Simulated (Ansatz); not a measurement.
**BSiHO (triplet): correlated methods under varied settings at distance O2–Si3 = 5.545 Å**

Aim: run BSiHO (triplet) at one geometry under a spread of methods and options, and see what each costs and gives.

Program: Ansatz 0.2.0, Gaussian basis. Level of theory: the settings change from run to run. These are calculated values, not measurements.

13 further runs of the same task are left out: 12 that didn't finish, 1 set aside as unsound or not needed.

## 1. The geometry

The geometry derives from a PBE0/def2-TZVP stationary point (not a proven minimum). One bond is set to the value named and the two fragments are kept rigid.

4 atoms, charge 0, spin multiplicity 3.

Atoms are counted from 1 here; the program's logs count them from 0.

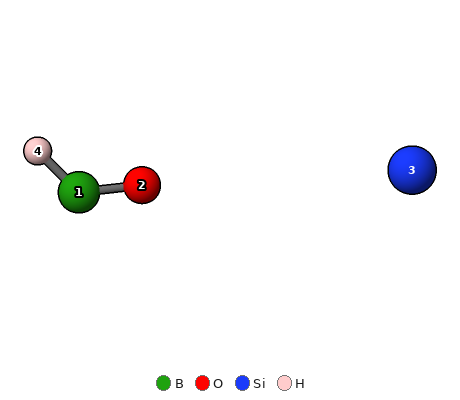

The geometry (boron green, oxygen red, silicon blue, hydrogen pink); atoms are numbered from 1 in the order of the file.

Coordinates:

```xyz
4

B     0.00000   -0.32281    1.82702
O    -0.00003   -0.20482    0.53113
Si    0.00004   -0.01527   -5.01063
H    -0.00001    0.54290    2.65248
```

## 2. BCCD on ROHF/cc-pVDZ

The input, in.yaml:

```yaml
crystal:
  periodic: [false, false, false]
  atoms:
    - {symbol: B, position_ang: [-0.000001, -0.322806, 1.827020]}
    - {symbol: O, position_ang: [-0.000031, -0.204822, 0.531128]}
    - {symbol: Si, position_ang: [0.000040, -0.015274, -5.010631]}
    - {symbol: H, position_ang: [-0.000009, 0.542901, 2.652483]}
basis:
  gaussian: {orbitals: cc-pVDZ}
magnetization: {spin_polarized: false, initial_magnetization: 2}
correlation: {method: bccd, electrons: outside_noble_gas}
scf: {omitted_lower_state_checks: [cluster_reference]}
```

Command:

```sh
$ ansatz run in.yaml --threads 1 --pin off --events-out ev --progress --plain --max-ram 2393MiB
```

The log of the run, shortened:

```text
Functional definition: HF
  name "HF"
  cite "Fock, Z. Phys. 61, 126 (1930) doi:10.1007/BF01340294"
  parent pbe
[...]
487 factors; integrals over basis functions are off by at most 9.1e-4 eV
[...]
mean field -10584.20890426 eV, -388.9625029972 hartree, gradient 5.3e-8 eV, S^2 2.000000; 10 other end points of the search recorded, 0 dependent functions left out
7 core orbitals not correlated: weight in the atoms' cores, before any rotation towards them, 1.000 or more for the frozen orbitals, at most 0.000 for the correlated occupied ones
reference -10584.20890426 eV, -388.9625029972 hartree; 8, 6 occupied and 36, 38 virtual orbitals, 487 factors
second order -9.06340620 eV of doubles, -0.05990447 eV of singles
cycle   1  -9.03087353 eV  change    9.4e-2 eV  update   1.5e-1
[...]
cycle  16  -9.69913656 eV  change    4.5e-6 eV  update   1.7e-5
Total energy: -10593.90804083 eV, -389.3189396916 hartree
Checks for a lower state left out: cluster_reference
```

Wall time 12 s (1 thread of Intel Xeon at 2.50GHz, shared host).

From the report: correlation -9.6991 eV; largest double amplitude 0.11.

## 3. CASCI(6,5)/STO-3G

Changes to in.yaml since step 2:

```diff
@@ -8,5 +8,7 @@
 basis:
-  gaussian: {orbitals: cc-pVDZ}
+  gaussian: {orbitals: STO-3G, fitting: {mean_field: def2-universal-jkfit}}
 magnetization: {spin_polarized: false, initial_magnetization: 2}
-correlation: {method: bccd, electrons: outside_noble_gas}
-scf: {omitted_lower_state_checks: [cluster_reference]}
+correlation: {active_space: {window: {electrons: 6, orbitals: 5}, fixed_orbitals: true, states: [{multiplicity: 3, weights: [1, 0.5, 0.5]}, {multiplicity: 5, weights: [1]}], root: 0}}
+accuracy: high
+scf: {lower_state_search: off}
+output: {forces: true}
```

Same command.

The log of the run, shortened:

```text
Functional definition: HF
  name "HF"
  cite "Fock, Z. Phys. 61, 126 (1930) doi:10.1007/BF01340294"
  parent pbe
[...]
298 factors; integrals over basis functions are off by at most 7.5e-3 eV
[...]
mean field -10455.24386172 eV, -384.2231250992 hartree, gradient 1.9e-8 eV, S^2 2.000000; 0 other end points of the search recorded, 0 dependent functions left out
reference -10455.24386172 eV, -384.2231250992 hartree; 15, 13 occupied and 5, 7 virtual orbitals, 298 factors
state -10456.18671894 eV, -384.2577744630 hartree
state -10452.20012534 eV, -384.1112698506 hartree
state -10451.85823723 eV, -384.0987056942 hartree
state -10452.20012536 eV, -384.1112698512 hartree
[...]
Total energy: -10456.18671894 eV, -384.2577744630 hartree
Atom 0 at    -0.000001    -0.322806     1.827020 Å, force    -0.000268     4.423123    -6.846185 eV/Å
Atom 1 at    -0.000031    -0.204822     0.531128 Å, force     0.000206    -1.920930     7.353340 eV/Å
Atom 2 at     0.000040    -0.015274    -5.010631 Å, force    -0.000000    -0.000334     0.003791 eV/Å
Atom 3 at    -0.000009     0.542901     2.652483 Å, force     0.000062    -2.501858    -0.510945 eV/Å
Dipole moment:     0.000004     0.016740     0.239399 e Å
Checks for a lower state left out: starts, cluster_reference, orbital_swaps, neighbouring_geometries, increment
```

Wall time 0.7 s (1 thread of Intel Xeon at 2.50GHz, shared host).

From the report: 100 determinants; active occupations (of the averaged states) 1.83, 1.45, 1.00, 1.00, 0.72.

## 4. BCCD/cc-pVDZ

The input, in.yaml:

```yaml
crystal:
  periodic: [false, false, false]
  atoms:
    - {symbol: B, position_ang: [-0.000001, -0.322806, 1.827020]}
    - {symbol: O, position_ang: [-0.000031, -0.204822, 0.531128]}
    - {symbol: Si, position_ang: [0.000040, -0.015274, -5.010631]}
    - {symbol: H, position_ang: [-0.000009, 0.542901, 2.652483]}
basis:
  gaussian: {orbitals: cc-pVDZ}
magnetization: {spin_polarized: false, initial_magnetization: 2}
hamiltonian: {xc: {name: PBE0}}
correlation: {method: bccd, electrons: valence}
scf: {lower_state_search: off}
output: {forces: true}
```

Same command.

The log of the run, shortened:

```text
Functional definition: PBE0
  name "PBE0"
  cite "Adamo & Barone, J. Chem. Phys. 110, 6158 (1999) doi:10.1063/1.478522"
  cite "Perdew, Burke & Ernzerhof, Phys. Rev. Lett. 77, 3865 (1996) doi:10.1103/PhysRevLett.77.3865"
  parent pbe
[...]
487 factors; integrals over basis functions are off by at most 9.1e-4 eV
[...]
mean field -10606.89532278 eV, -389.7962135004 hartree, gradient 2.1e-8 eV, S^2 2.000000; 1 other end points of the search recorded, 0 dependent functions left out
7 core orbitals not correlated: weight in the atoms' cores, before any rotation towards them, 1.000 or more for the frozen orbitals, at most 0.000 for the correlated occupied ones
reference -10583.88108052 eV, -388.9504556967 hartree; 8, 6 occupied and 36, 38 virtual orbitals, 487 factors
second order -9.59093840 eV of doubles, -0.30637441 eV of singles
cycle   1  -9.14813730 eV  change    7.3e-1 eV  update   1.8e-1
[...]
cycle  13  -9.97581931 eV  change   -4.6e-9 eV  update   8.9e-9
[...]
Total energy: -10593.85689983 eV, -389.3170602946 hartree
Atom 0 at    -0.000001    -0.322806     1.827020 Å, force    -0.000225     2.946791    -6.801052 eV/Å
Atom 1 at    -0.000031    -0.204822     0.531128 Å, force     0.000172    -1.930694     5.635475 eV/Å
Atom 2 at     0.000040    -0.015274    -5.010631 Å, force    -0.000000    -0.000570     0.011389 eV/Å
Atom 3 at    -0.000009     0.542901     2.652483 Å, force     0.000053    -1.015527     1.154188 eV/Å
Dipole moment:     0.000011    -0.030937     0.532237 e Å
Checks for a lower state left out: starts, cluster_reference, orbital_swaps, neighbouring_geometries, increment
```

It took 43 s on 1 thread of Intel Xeon at 2.50GHz, shared host; peak memory 0.28 GiB.

From the report: correlation -9.9758 eV; largest double amplitude 0.11.

## 5. MP2 on UHF/cc-pVDZ

Changes to in.yaml since step 4:

```diff
@@ -9,6 +9,4 @@
   gaussian: {orbitals: cc-pVDZ}
-magnetization: {spin_polarized: false, initial_magnetization: 2}
-hamiltonian: {xc: {name: PBE0}}
-correlation: {method: bccd, electrons: valence}
-scf: {lower_state_search: off}
-output: {forces: true}
+magnetization: {spin_polarized: true, initial_magnetization: 2}
+correlation: {method: mp2, electrons: all}
+scf: {lower_state_search: light}
```

The command is unchanged.

The log of the run, shortened:

```text
Functional definition: HF
  name "HF"
  cite "Fock, Z. Phys. 61, 126 (1930) doi:10.1007/BF01340294"
  parent pbe
[...]
487 factors; integrals over basis functions are off by at most 9.1e-4 eV
[...]
mean field -10584.33856291 eV, -388.9672678646 hartree, gradient 5.7e-8 eV, S^2 2.290179; 15 other end points of the search recorded, 0 dependent functions left out
reference -10584.33856291 eV, -388.9672678646 hartree; 15, 13 occupied and 36, 38 virtual orbitals, 487 factors
second order -8.64374943 eV of doubles, -0.00000000 eV of singles
Total energy: -10592.98231234 eV, -389.2849197971 hartree
```

Run time: 13 s. Hardware: 1 thread of Intel Xeon at 2.50GHz, shared host.

From the report: ⟨S²⟩ of the determinant 2.290 (pure triplet: 2.00).

## 6. HF/6-31G

Changes to in.yaml since step 5:

```diff
@@ -8,5 +8,6 @@
 basis:
-  gaussian: {orbitals: cc-pVDZ}
-magnetization: {spin_polarized: true, initial_magnetization: 2}
-correlation: {method: mp2, electrons: all}
-scf: {lower_state_search: light}
+  gaussian: {orbitals: 6-31G}
+magnetization: {spin_polarized: false, initial_magnetization: 2}
+hamiltonian: {xc: hf}
+accuracy: high
+output: {forces: true, orbitals: {seedname: orbitals}}
```

Same command.

The log of the run, shortened:

```text
Functional definition: HF
  name "HF"
  cite "Fock, Z. Phys. 61, 126 (1930) doi:10.1007/BF01340294"
  parent pbe
[...]
654 factors; integrals over basis functions are off by at most 4.7e-9 eV
[...]
mean field -10582.40139144 eV, -388.8960781260 hartree, gradient 2.0e-8 eV, S^2 2.000000; 3 other end points of the search recorded, 0 dependent functions left out
[...]
reference -10582.40139144 eV, -388.8960781260 hartree; 15, 13 occupied and 18, 20 virtual orbitals, 654 factors
Total energy: -10582.40139144 eV, -388.8960781260 hartree
Atom 0 at    -0.000001    -0.322806     1.827020 Å, force    -0.000267     4.149866    -7.199314 eV/Å
Atom 1 at    -0.000031    -0.204822     0.531128 Å, force     0.000197    -2.335956     6.268188 eV/Å
Atom 2 at     0.000040    -0.015274    -5.010631 Å, force    -0.000000    -0.000752     0.017984 eV/Å
Atom 3 at    -0.000009     0.542901     2.652483 Å, force     0.000071    -1.813158     0.913142 eV/Å
Dipole moment:     0.000018    -0.080573     0.787893 e Å
```

It took 3.2 s on 1 thread of Intel Xeon at 2.50GHz, shared host.

## 7. CCSD(T) on UHF/STO-3G

Changes to in.yaml since step 6:

```diff
@@ -8,6 +8,5 @@
 basis:
-  gaussian: {orbitals: 6-31G}
-magnetization: {spin_polarized: false, initial_magnetization: 2}
-hamiltonian: {xc: hf}
-accuracy: high
-output: {forces: true, orbitals: {seedname: orbitals}}
+  gaussian: {orbitals: STO-3G}
+magnetization: {spin_polarized: true, initial_magnetization: 2}
+correlation: {method: ccsd_t, electrons: valence}
+output: {forces: true}
```

Same command.

The log of the run, shortened:

```text
Functional definition: HF
  name "HF"
  cite "Fock, Z. Phys. 61, 126 (1930) doi:10.1007/BF01340294"
  parent pbe
[...]
236 factors; integrals over basis functions are off by at most 3.4e-5 eV
[...]
mean field -10455.75218008 eV, -384.2418054547 hartree, gradient 2.0e-6 eV, S^2 2.618940; 35 other end points of the search recorded, 0 dependent functions left out
determinant -10455.75218008 eV, -384.2418054547 hartree, with singles and doubles -10459.91903641 eV, -384.3949346003 hartree
determinant -10455.74533769 eV, -384.2415540015 hartree, with singles and doubles -10459.91315249 eV, -384.3947183704 hartree
determinant -10455.74527544 eV, -384.2415517139 hartree, with singles and doubles -10459.91313972 eV, -384.3947179008 hartree
determinant -10455.22131761 eV, -384.2222966187 hartree, with singles and doubles -10459.92145598 eV, -384.3950235180 hartree
[...]
7 core orbitals not correlated: weight in the atoms' cores, before any rotation towards them, 1.000 or more for the frozen orbitals, at most 0.000 for the correlated occupied ones
reference -10455.22131762 eV, -384.2222966188 hartree; 8, 6 occupied and 5, 7 virtual orbitals, 236 factors
second order -4.41039651 eV of doubles, -0.00000000 eV of singles
cycle   1  -4.69786540 eV  change   -6.3e-6 eV  update   2.3e-5
[...]
cycle   4  -4.69786429 eV  change    1.4e-6 eV  update   9.1e-7
perturbative correction -0.31192847 eV, -0.0114631598 hartree
[...]
Total energy: -10460.23111038 eV, -384.4064031070 hartree
Atom 0 at    -0.000001    -0.322806     1.827020 Å, force    -0.000209     3.247034    -5.603496 eV/Å
Atom 1 at    -0.000031    -0.204822     0.531128 Å, force     0.000154    -1.795166     4.980467 eV/Å
Atom 2 at     0.000040    -0.015274    -5.010631 Å, force     0.000000     0.000038    -0.001099 eV/Å
Atom 3 at    -0.000009     0.542901     2.652483 Å, force     0.000055    -1.451906     0.624128 eV/Å
Dipole moment:     0.000005    -0.063684     0.170348 e Å
```

Run time: 10 s. Hardware: 1 thread of Intel Xeon at 2.50GHz, shared host.

From the report: ⟨S²⟩ of the determinant 2.000 (pure triplet: 2.00); correlation -5.0098 eV; T1 0.032; largest double amplitude 0.18.

## 8. NEVPT2(4,4)/STO-3G

Changes to in.yaml since step 7:

```diff
@@ -9,4 +9,5 @@
   gaussian: {orbitals: STO-3G}
-magnetization: {spin_polarized: true, initial_magnetization: 2}
-correlation: {method: ccsd_t, electrons: valence}
+magnetization: {spin_polarized: false, initial_magnetization: 2}
+correlation: {method: sc_nevpt2, electrons: outside_noble_gas, active_space: {window: {electrons: 4, orbitals: 4}}}
+accuracy: high
 output: {forces: true}
```

The command is unchanged.

The log of the run, shortened:

```text
Functional definition: HF
  name "HF"
  cite "Fock, Z. Phys. 61, 126 (1930) doi:10.1007/BF01340294"
  parent pbe
[...]
295 factors; integrals over basis functions are off by at most 2.8e-8 eV
[...]
mean field -10455.23215951 eV, -384.2226950512 hartree, gradient 2.2e-8 eV, S^2 2.000000; 8 other end points of the search recorded, 0 dependent functions left out
reference -10455.23215951 eV, -384.2226950512 hartree; 15, 13 occupied and 5, 7 virtual orbitals, 295 factors
state -10456.78579229 eV, -384.2797900027 hartree
state -10456.78579229 eV, -384.2797900027 hartree; corrected -10459.22264760 eV, -384.3693427834 hartree
[...]
Total energy: -10459.22264760 eV, -384.3693427834 hartree
Atom 0 at    -0.000001    -0.322806     1.827020 Å, force    -0.000276     4.082133    -7.722089 eV/Å
Atom 1 at    -0.000031    -0.204822     0.531128 Å, force     0.000212    -2.163161     7.305921 eV/Å
Atom 2 at     0.000040    -0.015274    -5.010631 Å, force    -0.000000    -0.000159     0.003333 eV/Å
Atom 3 at    -0.000009     0.542901     2.652483 Å, force     0.000064    -1.918813     0.412834 eV/Å
Dipole moment:     0.000006    -0.059724     0.192702 e Å
```

Run time: 2.6 s. Hardware: 1 thread of Intel Xeon at 2.50GHz, shared host.

From the report: 36 determinants; active occupations 1.81, 1.00, 1.00, 0.19.

## 9. CCSDT(Q)/STO-3G

Changes to in.yaml since step 8:

```diff
@@ -10,4 +10,4 @@
 magnetization: {spin_polarized: false, initial_magnetization: 2}
-correlation: {method: sc_nevpt2, electrons: outside_noble_gas, active_space: {window: {electrons: 4, orbitals: 4}}}
-accuracy: high
+hamiltonian: {xc: {name: B3LYP}}
+correlation: {method: ccsdt_q, electrons: outside_noble_gas}
 output: {forces: true}
```

Same command.

The log of the run, shortened:

```text
Functional definition: B3LYP
  name "B3LYP"
  cite "Stephens, Devlin, Chabalowski & Frisch, J. Phys. Chem. 98, 11623 (1994) doi:10.1021/j100096a001"
  cite "Becke, Phys. Rev. A 38, 3098 (1988) doi:10.1103/PhysRevA.38.3098"
  cite "Lee, Yang & Parr, Phys. Rev. B 37, 785 (1988) doi:10.1103/PhysRevB.37.785"
  cite "Vosko, Wilk & Nusair, Can. J. Phys. 58, 1200 (1980) doi:10.1139/p80-159"
[...]
293 factors; integrals over basis functions are off by at most 4.2e-8 eV
[...]
mean field -10483.18114263 eV, -385.2498012364 hartree, gradient 2.3e-9 eV, S^2 2.000000; 6 other end points of the search recorded, 0 dependent functions left out
[...]
unrestricted determinant -10455.75224156 eV, -384.2418077138 hartree, S^2 2.6189
7 core orbitals not correlated: weight in the atoms' cores, before any rotation towards them, 1.000 or more for the frozen orbitals, at most 0.000 for the correlated occupied ones
reference -10455.03166882 eV, -384.2153271542 hartree; 8, 6 occupied and 5, 7 virtual orbitals, 293 factors
second order -4.75050482 eV of doubles, -0.19130393 eV of singles
cycle   1  -3.99207142 eV  change    8.9e-1 eV  update   2.2e-1
[...]
cycle  48  -5.18729692 eV  change   1.4e-12 eV  update   3.6e-9
perturbative correction 0.02198652 eV, 0.0008079899 hartree
[...]
Total energy: -10460.19697922 eV, -384.4051488100 hartree
Atom 0 at    -0.000001    -0.322806     1.827020 Å, force    -0.000211     3.245343    -5.705211 eV/Å
Atom 1 at    -0.000031    -0.204822     0.531128 Å, force     0.000156    -1.797144     5.085901 eV/Å
Atom 2 at     0.000040    -0.015274    -5.010631 Å, force    -0.000000    -0.000138     0.002985 eV/Å
Atom 3 at    -0.000009     0.542901     2.652483 Å, force     0.000054    -1.448061     0.616325 eV/Å
Dipole moment:     0.000005    -0.059186     0.163756 e Å
```

Wall time 86 s (1 thread of Intel Xeon at 2.50GHz, shared host); peak memory 0.37 GiB.

From the report: correlation -5.1653 eV; T1 0.008; largest double amplitude 0.19. The orbitals are Kohn-Sham ones, so correlation energy and T1 don't compare with those on Hartree-Fock orbitals.

## 10. CCSD(T) on ROHF/cc-pVDZ

Changes to in.yaml since step 9:

```diff
@@ -8,6 +8,4 @@
 basis:
-  gaussian: {orbitals: STO-3G}
+  gaussian: {orbitals: cc-pVDZ}
 magnetization: {spin_polarized: false, initial_magnetization: 2}
-hamiltonian: {xc: {name: B3LYP}}
-correlation: {method: ccsdt_q, electrons: outside_noble_gas}
-output: {forces: true}
+correlation: {method: ccsd_t, electrons: valence}
```

Same command.

The log of the run, shortened:

```text
Functional definition: HF
  name "HF"
  cite "Fock, Z. Phys. 61, 126 (1930) doi:10.1007/BF01340294"
  parent pbe
[...]
487 factors; integrals over basis functions are off by at most 9.1e-4 eV
[...]
mean field -10584.20890426 eV, -388.9625029972 hartree, gradient 5.3e-8 eV, S^2 2.000000; 11 other end points of the search recorded, 0 dependent functions left out
[...]
determinant -10584.20890426 eV, -388.9625029972 hartree, with singles and doubles -10593.96614209 eV, -389.3210748738 hartree
determinant -10584.17851850 eV, -388.9613863409 hartree, with singles and doubles -10593.94598893 eV, -389.3203342586 hartree
determinant -10584.17844670 eV, -388.9613837024 hartree, with singles and doubles -10593.94591153 eV, -389.3203314144 hartree
determinant -10584.20890426 eV, -388.9625029972 hartree, with singles and doubles -10593.96628991 eV, -389.3210803060 hartree
determinant -10584.17851850 eV, -388.9613863409 hartree, with singles and doubles -10593.94614626 eV, -389.3203400404 hartree
determinant -10584.17844670 eV, -388.9613837024 hartree, with singles and doubles -10593.94606471 eV, -389.3203370437 hartree
7 core orbitals not correlated: weight in the atoms' cores, before any rotation towards them, 1.000 or more for the frozen orbitals, at most 0.000 for the correlated occupied ones
reference -10584.20890426 eV, -388.9625029972 hartree; 8, 6 occupied and 36, 38 virtual orbitals, 487 factors
second order -9.06340620 eV of doubles, -0.05990447 eV of singles
cycle   1  -9.75738606 eV  change   -4.1e-7 eV  update   5.6e-6
perturbative correction -0.37522862 eV, -0.0137893975 hartree
Total energy: -10594.34151895 eV, -389.3348697188 hartree
```

Run time: 32 s. Hardware: 1 thread of Intel Xeon at 2.50GHz, shared host.

From the report: correlation -10.1326 eV; T1 0.029; largest double amplitude 0.11.

## 11. All runs side by side

Where basis and cores are those of an earlier UCCSDT(Q)/cc-pVDZ run (-10594.3962 eV), and the state is the same kind, the miss against it is given.

```tsv
level	correlated	functions	energy (eV)	from UCCSDT(Q) (meV)	time
BCCD on ROHF/cc-pVDZ	outside noble gas	51	-10593.9080	488.2	12 s
CASCI(6,5)/STO-3G (lowest root of an average)		20	-10456.1867		0.7 s
BCCD/cc-pVDZ (on PBE0 orbitals)	valence	51	-10593.8569	539.3	43 s
MP2 on UHF/cc-pVDZ	all	51	-10592.9823		13 s
HF/6-31G		33	-10582.4014		3.2 s
CCSD(T) on UHF/STO-3G	valence	20	-10460.2311		10 s
NEVPT2(4,4)/STO-3G	outside noble gas	20	-10459.2226		2.6 s
CCSDT(Q)/STO-3G (on B3LYP orbitals)	outside noble gas	20	-10460.1970		86 s
CCSD(T) on ROHF/cc-pVDZ	valence	51	-10594.3415	54.7	32 s
```

## 12. Results

| quantity | value |
| --- | --- |
| runs | 9 |
| quickest | CASCI(6,5)/STO-3G (lowest root of an average), 0.7 s |
| slowest | CCSDT(Q)/STO-3G (on B3LYP orbitals), 86 s |

In words: Total energies in different bases, with other cores or another treatment of relativity can't be set against each other. CCSDT(Q)/STO-3G (on B3LYP orbitals) took 123 times as long as CASCI(6,5)/STO-3G (lowest root of an average); the jobs differ in more than the method. Among the correlated runs with a miss given, it spans +55 to +539 meV. Cores frozen from Kohn-Sham orbitals shift the total energy.
